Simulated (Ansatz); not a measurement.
**Cl− with BF3: superposition error and deformation, part 1 of 2**

How much of this pair's binding is borrowed basis, and how much do the fragments pay to take the shapes they have in the pair?

Program: Ansatz 0.2.0, Gaussian basis. Level of theory: PBE0-D4 structures, single points in def2-TZVPPD. These are calculated values, not measurements.

Levels: PBE-D4, revPBE-D4, BLYP-D4, r2SCAN-D4, B97M-V, PBE0-D4, B3LYP-D4, HSE06-D4, wB97X-V, wB97M-V, B2PLYP, Hartree-Fock, MP2, CCSD, CCSD(T).

Cores are frozen in the correlated methods. B3LYP uses VWN-RPA correlation. B2PLYP carries no dispersion term here.

129 further runs of the same task are left out: 129 set aside as unsound or not needed. Runs told in other sessions of the task aren't counted.

**1. The system as given**

The relaxed pair: 5 atoms, charge -1, spin multiplicity 1.

Atoms are counted from 1 here; the program's logs count them from 0.

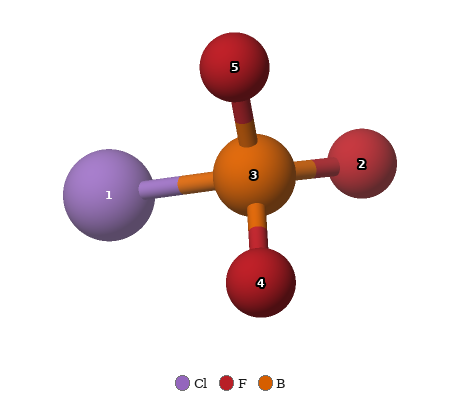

The starting geometry (chlorine purple, fluorine red, boron orange); atoms are numbered from 1 in the order of the file.

Coordinates:

```
Cl   -0.1638   -0.0851   -1.8029
F    -0.6185    1.1630    0.5626
B     0.0124    0.0064    0.1366
F     1.3640    0.0347    0.4357
F    -0.5941   -1.1191    0.6681
```

Atoms 1 to 1 are fragment A (Cl−), the rest fragment B (BF3). From earlier runs, pair energy (eV) and counterpoise interaction (kcal/mol):

```tsv
method	E(pair)	interaction
PBE-D4	-21348.38719	-67.19
revPBE-D4	-21356.95354	-65.28
BLYP-D4	-21361.46532	-62.65
r2SCAN-D4	-21357.71980	-70.88
B97M-V	-21356.28811	-69.15
PBE0-D4	-21349.47580	-72.19
B3LYP-D4	-21362.92352	-67.83
HSE06-D4	-21348.89242	-72.07
wB97X-V	-21357.43792	-70.90
wB97M-V	-21359.61923	-69.87
B2PLYP	-21353.97446	-67.27
Hartree-Fock	-21305.08855	-68.09
MP2	-21333.94524	-69.07
CCSD(T)	-21335.31751	-68.98
```

First each fragment is run alone in its own basis, frozen in the shape it has in the pair (a, b).

**2. wB97X-V/def2-TZVPPD**

File a/in.yaml:

```yaml
crystal:
  periodic: [false, false, false]
  atoms:
    - {symbol: Cl, position_ang: [-0.163824, -0.085051, -1.802883]}
basis:
  gaussian: {orbitals: "def2-TZVPPD.json"}
total_charge: -1
hamiltonian: {xc: {name: wB97X-V}}
```

File b/in.yaml:

```yaml
crystal:
  periodic: [false, false, false]
  atoms:
    - {symbol: F, position_ang: [-0.618525, 1.162980, 0.562646]}
    - {symbol: B, position_ang: [0.012406, 0.006442, 0.136568]}
    - {symbol: F, position_ang: [1.364042, 0.034732, 0.435691]}
    - {symbol: F, position_ang: [-0.594099, -1.119102, 0.668078]}
basis:
  gaussian: {orbitals: "def2-TZVPPD.json"}
hamiltonian: {xc: {name: wB97X-V}}
```

The basis file named in the input lies beside it (Basis Set Exchange, JSON).

One command serves all of them, each in its own folder.

Command:

```
$ ansatz run in.yaml --threads 4 --pin off --events-out ev --progress --plain --max-ram 9574MiB
```

Output in a:

```text
Functional definition: wB97X-V
  name "wB97X-V"
  cite "Mardirossian & Head-Gordon, Phys. Chem. Chem. Phys. 16, 9904 (2014) doi:10.1039/C3CP54374A"
  cite "Becke, J. Chem. Phys. 107, 8554 (1997) doi:10.1063/1.475007"
  cite "Vydrov & Van Voorhis, J. Chem. Phys. 133, 244103 (2010) doi:10.1063/1.3521275"
  parameter omega = 0.3/bohr
  parameter cx = 0.167
  parameter cx1 = 0.603
  parameter cx2 = 1.194
  parameter css0 = 0.556
  parameter css1 = -0.257
  parameter cos0 = 1.219
  parameter cos1 = -1.850
  parameter b = 6.0
  parameter c = 0.01
  exchange = spin_sum(e_x_unif_sr(omega)*poly(b97_u_x, 1 - cx, cx1, cx2)) + cx*exact_x_sr(omega) + exact_x_lr(omega)
  correlation = spin_sum(e_c_pw_same_spin*poly(b97_u_same, css0, css1))
      + integral(e_c_pw_opposite_spin*poly(b97_u_opposite, cos0, cos1)) + vv10(b, c)
327 factors; their error is unknown
60 factors; integrals over basis functions are off by at most 9.2e-5 eV
mean field evaluation 1: about -12522.3621 eV, gradient 1.9e1 eV
mean field evaluation 2: about -12522.7269 eV, gradient 1.4e1 eV
mean field evaluation 4: about -12523.0001 eV, gradient 4.6e-2 eV
mean field evaluation 8: about -12523.0240 eV, gradient 8.1e-4 eV
mean field -12523.02401890 eV, -460.2126442842 hartree, gradient 8.1e-6 eV, S^2 0.000000; 0 other end points of the search recorded, 0 dependent functions left out
reference -12523.02401757 eV, -460.2126442353 hartree; 9, 9 occupied and 42, 42 virtual orbitals, 327 factors
Total energy: -12523.02401757 eV, -460.2126442353 hartree
```

Log of b, cut to the lines that bear on the results:

```text
[... 5 set-up lines as earlier in the session ...]
[...]
      + integral(e_c_pw_opposite_spin*poly(b97_u_opposite, cos0, cos1)) + vv10(b, c)
756 factors; their error is unknown
217 factors; integrals over basis functions are off by at most 1.9e-5 eV
[...]
mean field -8831.32590638 eV, -324.5452409719 hartree, gradient 2.3e-5 eV, S^2 0.000000; 0 other end points of the search recorded, 0 dependent functions left out
reference -8831.32590365 eV, -324.5452408714 hartree; 16, 16 occupied and 141, 141 virtual orbitals, 756 factors
Total energy: -8831.32590365 eV, -324.5452408714 hartree
```

Times: 0.2 s (a), 1.1 s (b) on 4 threads of Intel Xeon 6975P-C, shared host.

**3. wB97M-V/def2-TZVPPD**

The same edit goes into each in.yaml of step 2 (a, b):

```diff
-hamiltonian: {xc: {name: wB97X-V}}
+hamiltonian: {xc: {name: wB97M-V}}
```

One command serves all of them, each in its own folder.

Command:

```
$ ansatz run in.yaml --threads 4 --pin off --events-out ev --progress --plain --max-ram 9574MiB
```

a printed, cut to the lines that bear on the results:

```text
Functional definition: wB97M-V
  name "wB97M-V"
  cite "Mardirossian & Head-Gordon, J. Chem. Phys. 144, 214110 (2016) doi:10.1063/1.4952647"
[... 2 set-up lines as earlier in the session ...]
  # Of w^i u^j: cxij and so on, Table III.
[...]
  gx(w, u) = 1 - cx + cx01*u + cx10*w
  gss(w, u) = css00 + css04*u^4 + css10*w + css20*w^2 + css43*w^4*u^3
  gos(w, u) = cos00 + cos10*w + (cos20 + cos21*u)*w^2 + (cos60 + cos61*u)*w^6
[...]
      + integral(e_c_pw_mod_opposite_spin*gos(b97_w_opposite, b97_u_opposite)) + vv10(b, c)
327 factors; their error is unknown
60 factors; integrals over basis functions are off by at most 9.2e-5 eV
[...]
mean field -12524.30685360 eV, -460.2597875899 hartree, gradient 4.6e-5 eV, S^2 0.000000; 0 other end points of the search recorded, 0 dependent functions left out
reference -12524.30688670 eV, -460.2597888060 hartree; 9, 9 occupied and 42, 42 virtual orbitals, 327 factors
Total energy: -12524.30688670 eV, -460.2597888060 hartree
```

Output in b, cut to the lines that bear on the results:

```text
[... 5 set-up lines as earlier in the session ...]
  # Of w^i u^j: cxij and so on, Table III.
[...]
  gx(w, u) = 1 - cx + cx01*u + cx10*w
  gss(w, u) = css00 + css04*u^4 + css10*w + css20*w^2 + css43*w^4*u^3
  gos(w, u) = cos00 + cos10*w + (cos20 + cos21*u)*w^2 + (cos60 + cos61*u)*w^6
[...]
      + integral(e_c_pw_mod_opposite_spin*gos(b97_w_opposite, b97_u_opposite)) + vv10(b, c)
756 factors; their error is unknown
217 factors; integrals over basis functions are off by at most 1.9e-5 eV
[...]
mean field -8832.27288037 eV, -324.5800416239 hartree, gradient 7.1e-6 eV, S^2 0.000000; 0 other end points of the search recorded, 0 dependent functions left out
reference -8832.27294732 eV, -324.5800440843 hartree; 16, 16 occupied and 141, 141 virtual orbitals, 756 factors
Total energy: -8832.27294732 eV, -324.5800440843 hartree
```

Times: 0.2 s (a), 1.1 s (b) on 4 threads of Intel Xeon 6975P-C, shared host.

**4. B2PLYP/def2-TZVPPD**

Each input of step 3 (a, b) changes in the same lines:

```diff
-hamiltonian: {xc: {name: wB97M-V}}
+hamiltonian: {xc: {name: B2PLYP}}
```

Each run has its own folder and the same command.

Command:

```
$ ansatz run in.yaml --threads 4 --pin off --events-out ev --progress --plain --max-ram 9574MiB
```

Log of a, cut to the lines that bear on the results:

```text
Functional definition: B2PLYP
  name "B2PLYP"
  cite "Grimme, J. Chem. Phys. 124, 034108 (2006) doi:10.1063/1.2148954"
  cite "Becke, Phys. Rev. A 38, 3098 (1988) doi:10.1103/PhysRevA.38.3098"
  cite "Lee, Yang & Parr, Phys. Rev. B 37, 785 (1988) doi:10.1103/PhysRevB.37.785"
[...]
293 factors; integrals over basis functions are off by at most 1.6e-4 eV
[...]
mean field -12519.61027230 eV, -460.0871914103 hartree, gradient 5.8e-6 eV, S^2 0.000000; 0 other end points of the search recorded, 0 dependent functions left out
5 core orbitals not correlated: weight in the atoms' cores, before any rotation towards them, 1.000 or more for the frozen orbitals, at most 0.000 for the correlated occupied ones
reference -12519.61036088 eV, -460.0871946657 hartree; 4, 4 occupied and 42, 42 virtual orbitals, 293 factors
second order -6.74510282 eV of doubles, -0.00000000 eV of singles
Total energy: -12521.43153864 eV, -460.1541217140 hartree
```

Log of b, cut to the lines that bear on the results:

```text
[... 5 set-up lines as earlier in the session ...]
[...]
1012 factors; integrals over basis functions are off by at most 9.1e-4 eV
[...]
mean field -8822.14729245 eV, -324.2079331313 hartree, gradient 5.3e-6 eV, S^2 0.000000; 0 other end points of the search recorded, 0 dependent functions left out
4 core orbitals not correlated: weight in the atoms' cores, before any rotation towards them, 1.000 or more for the frozen orbitals, at most 0.000 for the correlated occupied ones
reference -8822.14744304 eV, -324.2079386653 hartree; 12, 12 occupied and 141, 141 virtual orbitals, 1012 factors
second order -27.53226141 eV of doubles, -0.00000000 eV of singles
Total energy: -8829.58115362 eV, -324.4811224904 hartree
```

They took 0.15 s (a), 0.9 s (b) on 4 threads of Intel Xeon 6975P-C, shared host.

**5. B97M-V/def2-TZVPPD**

The same edit goes into each in.yaml of step 4 (a, b):

```diff
-hamiltonian: {xc: {name: B2PLYP}}
+hamiltonian: {xc: {name: B97M-V}}
```

The same command starts each run, in its folder.

Command:

```
$ ansatz run in.yaml --threads 4 --pin off --events-out ev --progress --plain --max-ram 9574MiB
```

Output in a, cut to the lines that bear on the results:

```text
Functional definition: B97M-V
  name "B97M-V"
  cite "Mardirossian & Head-Gordon, J. Chem. Phys. 142, 074111 (2015) doi:10.1063/1.4907719"
[... 2 set-up lines as earlier in the session ...]
  # Of w^i u^j: cxij and so on, Table III.
[...]
  gx(w, u) = cx00 + cx01*u + cx02*u^2 + (cx10 + cx11*u)*w
  gss(w, u) = css00 + css02*u^2 + css10*w + (css32*w^3 + css42*w^4)*u^2
  gos(w, u) = cos00 + cos01*u + cos03*u^3 + cos10*w + cos32*w^3*u^2
[...]
      + integral(e_c_pw_mod_opposite_spin*gos(b97_w_opposite, b97_u_opposite)) + vv10(b, c)
324 factors; their error is unknown
[...]
mean field -12521.66207109 eV, -460.1625936250 hartree, gradient 8.4e-5 eV, S^2 0.000000; 0 other end points of the search recorded, 0 dependent functions left out
reference -12521.66210999 eV, -460.1625950546 hartree; 9, 9 occupied and 42, 42 virtual orbitals, 324 factors
Total energy: -12521.66210999 eV, -460.1625950546 hartree
```

Output in b, cut to the lines that bear on the results:

```text
[... 5 set-up lines as earlier in the session ...]
  # Of w^i u^j: cxij and so on, Table III.
[...]
  gx(w, u) = cx00 + cx01*u + cx02*u^2 + (cx10 + cx11*u)*w
  gss(w, u) = css00 + css02*u^2 + css10*w + (css32*w^3 + css42*w^4)*u^2
  gos(w, u) = cos00 + cos01*u + cos03*u^3 + cos10*w + cos32*w^3*u^2
[...]
      + integral(e_c_pw_mod_opposite_spin*gos(b97_w_opposite, b97_u_opposite)) + vv10(b, c)
756 factors; their error is unknown
[...]
mean field -8831.61624107 eV, -324.5559105747 hartree, gradient 8.1e-5 eV, S^2 0.000000; 0 other end points of the search recorded, 0 dependent functions left out
reference -8831.61632016 eV, -324.5559134815 hartree; 16, 16 occupied and 141, 141 virtual orbitals, 756 factors
Total energy: -8831.61632016 eV, -324.5559134815 hartree
```

Times: 0.15 s (a), 0.9 s (b) on 4 threads of Intel Xeon 6975P-C, shared host.

**6. CCSD(T)/def2-TZVPPD**

Each input of step 5 (a, b) changes in the same lines:

```diff
-hamiltonian: {xc: {name: B97M-V}}
+correlation: {method: ccsd_t}
```

Each run has its own folder and the same command.

Command:

```
$ ansatz run in.yaml --threads 4 --pin off --events-out ev --progress --plain --max-ram 9574MiB
```

Log of a, cut to the lines that bear on the results:

```text
Functional definition: HF
  name "HF"
  cite "Fock, Z. Phys. 61, 126 (1930) doi:10.1007/BF01340294"
  parent pbe
[...]
293 factors; integrals over basis functions are off by at most 1.6e-4 eV
[...]
mean field -12505.39286953 eV, -459.5647114954 hartree, gradient 8.0e-6 eV, S^2 0.000000; 0 other end points of the search recorded, 0 dependent functions left out
5 core orbitals not correlated: weight in the atoms' cores, before any rotation towards them, 1.000 or more for the frozen orbitals, at most 0.000 for the correlated occupied ones
reference -12505.39286953 eV, -459.5647114954 hartree; 4, 4 occupied and 42, 42 virtual orbitals, 293 factors
second order -5.54525689 eV of doubles, -0.00000000 eV of singles
cycle   1  -5.85548271 eV  change   -3.1e-1 eV  update   4.0e-2
[...]
cycle   8  -5.97235897 eV  change   -1.2e-6 eV  update   3.9e-6
perturbative correction -0.24425678 eV, -0.0089762710 hartree
Total energy: -12511.60948527 eV, -459.7931679102 hartree
```

Log of b, cut to the lines that bear on the results:

```text
[... 4 set-up lines as earlier in the session ...]
[...]
1012 factors; integrals over basis functions are off by at most 9.1e-4 eV
[...]
mean field -8796.73478883 eV, -323.2740408484 hartree, gradient 2.5e-6 eV, S^2 0.000000; 0 other end points of the search recorded, 0 dependent functions left out
4 core orbitals not correlated: weight in the atoms' cores, before any rotation towards them, 1.000 or more for the frozen orbitals, at most 0.000 for the correlated occupied ones
reference -8796.73478883 eV, -323.2740408484 hartree; 12, 12 occupied and 141, 141 virtual orbitals, 1012 factors
second order -23.15770729 eV of doubles, -0.00000000 eV of singles
cycle   1  -22.57375480 eV  change    5.8e-1 eV  update   1.1e-1
[...]
cycle   9  -23.13026714 eV  change   -1.5e-5 eV  update   1.8e-5
perturbative correction -0.72534419 eV, -0.0266559072 hartree
Total energy: -8820.59040015 eV, -324.1507183946 hartree
```

Wall times: 0.15 s (a), 3.5 s (b) on 4 threads of Intel Xeon 6975P-C, shared host; peak memory 1 GiB.

**7. Relaxing BF3 alone**

File relax-b/in.yaml:

```yaml
crystal:
  periodic: [false, false, false]
  atoms:
    - {symbol: F, position_ang: [-0.618525, 1.162980, 0.562646]}
    - {symbol: B, position_ang: [0.012406, 0.006442, 0.136568]}
    - {symbol: F, position_ang: [1.364042, 0.034732, 0.435691]}
    - {symbol: F, position_ang: [-0.594099, -1.119102, 0.668078]}
basis:
  gaussian: {orbitals: def2-TZVP}
hamiltonian: {xc: pbe0, dispersion: d4}
relax: {f_tol: 0.005, max_steps: 200}
```

Command:

```
$ ansatz run in.yaml --threads 4 --pin off --events-out ev --progress --plain --max-ram 9574MiB
```

Log, cut to the lines that bear on the results:

```text
Functional definition: PBE0
  name "PBE0"
  cite "Adamo & Barone, J. Chem. Phys. 110, 6158 (1999) doi:10.1063/1.478522"
  cite "Perdew, Burke & Ernzerhof, Phys. Rev. Lett. 77, 3865 (1996) doi:10.1103/PhysRevLett.77.3865"
[... 1 set-up line as earlier in the session ...]
[...]
637 factors; their error is unknown
[...]
mean field -8825.50974259 eV, -324.3315008949 hartree, gradient 1.3e-5 eV, S^2 0.000000; 0 other end points of the search recorded, 0 dependent functions left out
[...]
reference -8825.50976593 eV, -324.3315017526 hartree; 16, 16 occupied and 108, 108 virtual orbitals, 637 factors
relax step   1: F+E_penalty+E_count = -8825.54270021 eV  Δ(F+E_penalty+E_count) = +0.000e0 eV  max|allowed force component| = 7.856e0 eV/Å  Δτ_max = 0.0000 Å  (24 SCF iters, accepted)
[...]
relax step   5: F+E_penalty+E_count = -8827.12537343 eV  Δ(F+E_penalty+E_count) = -3.483e-2 eV  max|allowed force component| = 8.384e-3 eV/Å  Δτ_max = 0.0499 Å  (26 SCF iters, accepted)
[...]
relax step   6: F+E_penalty+E_count = -8827.12537569 eV  Δ(F+E_penalty+E_count) = -2.263e-6 eV  max|allowed force component| = 1.053e-4 eV/Å  Δτ_max = 0.0004 Å  (18 SCF iters, accepted)
637 factors; their error is unknown
[...]
mean field -8827.09240402 eV, -324.3896626297 hartree, gradient 4.0e-5 eV, S^2 0.000000; 1 other end points of the search recorded, 0 dependent functions left out
[...]
reference -8827.09242728 eV, -324.3896634844 hartree; 16, 16 occupied and 108, 108 virtual orbitals, 637 factors
Total energy: -8827.12539895 eV, -324.3908751708 hartree
Atom 0 at    -0.624045     1.151250     0.457877 Å, force    -0.000053     0.000089    -0.000007 eV/Å
Atom 1 at     0.040956     0.021264     0.450745 Å, force    -0.000002     0.000008     0.000022 eV/Å
Atom 2 at     1.346673     0.029737     0.331681 Å, force     0.000105    -0.000003    -0.000017 eV/Å
Atom 3 at    -0.599760    -1.117200     0.562679 Å, force    -0.000050    -0.000094     0.000002 eV/Å
Dipole moment:    -0.000001     0.000002    -0.000001 e Å
```

Run time: 2.5 s. Hardware: 4 threads of Intel Xeon 6975P-C, shared host.

Along the way: (the energy doesn't fall at every step)

```tsv
step	energy from step 1 (eV)	largest force component (eV/Å)
1	0.0000	7.8564
2	-1.1952	2.9375
3	-1.5478	1.0531
4	-1.4047	2.2096
5	-1.5827	0.0084
6	-1.5827	0.0001
```

Distances of close pairs at the start and the end, largest changes first:

```tsv
bond	before (Å)	after (Å)	change (Å)
B2–F4	1.385	1.311	-0.073
F1–B2	1.385	1.311	-0.073
B2–F3	1.385	1.311	-0.073
```

**8. PBE-D4/def2-TZVPPD**

File free-b/in.yaml:

```yaml
crystal:
  periodic: [false, false, false]
  atoms:
    - {symbol: F, position_ang: [-0.624045, 1.151250, 0.457877]}
    - {symbol: B, position_ang: [0.040956, 0.021264, 0.450745]}
    - {symbol: F, position_ang: [1.346673, 0.029737, 0.331681]}
    - {symbol: F, position_ang: [-0.599760, -1.117200, 0.562679]}
basis:
  gaussian: {orbitals: "def2-TZVPPD.json"}
hamiltonian: {xc: pbe, dispersion: d4}
```

Command:

```
$ ansatz run in.yaml --threads 4 --pin off --events-out ev --progress --plain --max-ram 9574MiB
```

Log:

```text
Functional definition: PBE
  name "PBE"
[... 2 set-up lines as earlier in the session ...]
  parameter kappa = 0.804
  parameter beta = 0.06672455060314922
  exchange = pbe_x(kappa = kappa, mu = beta*pi^2/3)
  correlation = pbe_c(beta = beta)
756 factors; their error is unknown
mean field evaluation 1: about -8823.8303 eV, gradient 5.0e1 eV
mean field evaluation 2: about -8816.9733 eV, gradient 8.8e1 eV
mean field evaluation 4: about -8827.0003 eV, gradient 7.5e-1 eV
mean field evaluation 8: about -8827.0000 eV, gradient 1.0e-1 eV
mean field -8826.99997873 eV, -324.3862660630 hartree, gradient 2.0e-5 eV, S^2 0.000000; 0 other end points of the search recorded, 0 dependent functions left out
reference -8827.00003429 eV, -324.3862681047 hartree; 16, 16 occupied and 141, 141 virtual orbitals, 756 factors
Total energy: -8827.04053901 eV, -324.3877566257 hartree
```

Wall time 0.4 s (4 threads of Intel Xeon 6975P-C, shared host).

**9. r2SCAN-D4/def2-TZVPPD**

free-b/in.yaml: that of step 8 with these lines changed.

```diff
@@ -9,2 +9,2 @@
   gaussian: {orbitals: "def2-TZVPPD.json"}
-hamiltonian: {xc: pbe, dispersion: d4}
+hamiltonian: {xc: r2scan, dispersion: d4}
```

Command:

```
$ ansatz run in.yaml --threads 4 --pin off --events-out ev --progress --plain --max-ram 9574MiB
```

Log:

```text
Functional definition: r2SCAN
  name "r2SCAN"
  cite "Furness, Kaplan, Ning, Perdew & Sun, J. Phys. Chem. Lett. 11, 8208 (2020) doi:10.1021/acs.jpclett.0c02405"
  cite "Furness, Kaplan, Ning, Perdew & Sun, J. Phys. Chem. Lett. 11, 9248 (2020) doi:10.1021/acs.jpclett.0c03077"
  parent r2scan
  parameter k0 = 0.174
  parameter k1 = 0.065
  parameter a1 = 4.9479
  exchange = r2scan_x(k0 = k0, k1 = k1, a1 = a1)
  correlation = r2scan_c
756 factors; their error is unknown
mean field evaluation 1: about -8829.2005 eV, gradient 4.9e1 eV
mean field evaluation 2: about -8825.2928 eV, gradient 7.4e1 eV
mean field evaluation 4: about -8832.0956 eV, gradient 4.5e-1 eV
mean field evaluation 8: about -8832.0973 eV, gradient 4.9e-3 eV
mean field -8832.09725539 eV, -324.5735875250 hartree, gradient 2.5e-5 eV, S^2 0.000000; 0 other end points of the search recorded, 0 dependent functions left out
reference -8832.09727497 eV, -324.5735882444 hartree; 16, 16 occupied and 141, 141 virtual orbitals, 756 factors
Total energy: -8832.10654081 eV, -324.5739287581 hartree
```

Run time: 0.6 s. Hardware: 4 threads of Intel Xeon 6975P-C, shared host.

**10. PBE0-D4/def2-TZVPPD**

free-b/in.yaml: that of step 9 with these lines changed.

```diff
@@ -9,2 +9,3 @@
   gaussian: {orbitals: "def2-TZVPPD.json"}
-hamiltonian: {xc: r2scan, dispersion: d4}
+hamiltonian: {xc: pbe0, dispersion: d4}
+output: {orbitals: {seedname: orbitals}}
```

Command:

```
$ ansatz run in.yaml --threads 4 --pin off --events-out ev --progress --plain --max-ram 9574MiB
```

Log, cut to the lines that bear on the results:

```text
[... 5 set-up lines as earlier in the session ...]
  parameter a = 0.25
[... 2 set-up lines as earlier in the session ...]
  exchange = (1 - a)*pbe_x(kappa = kappa, mu = beta*pi^2/3) + a*exact_x
[... 1 set-up line as earlier in the session ...]
756 factors; their error is unknown
mean field evaluation 1: about -8824.5277 eV, gradient 4.5e1 eV
mean field evaluation 2: about -8822.4172 eV, gradient 6.2e1 eV
mean field evaluation 4: about -8827.0921 eV, gradient 4.4e-1 eV
mean field evaluation 8: about -8827.1196 eV, gradient 1.8e-3 eV
mean field -8827.11957617 eV, -324.3906611875 hartree, gradient 5.6e-5 eV, S^2 0.000000; 0 other end points of the search recorded, 0 dependent functions left out
reference -8827.11961670 eV, -324.3906626770 hartree; 16, 16 occupied and 141, 141 virtual orbitals, 756 factors
Total energy: -8827.15258836 eV, -324.3918743635 hartree
```

Run time: 0.45 s. Hardware: 4 threads of Intel Xeon 6975P-C, shared host.

(Continued in part 2 of 2.)
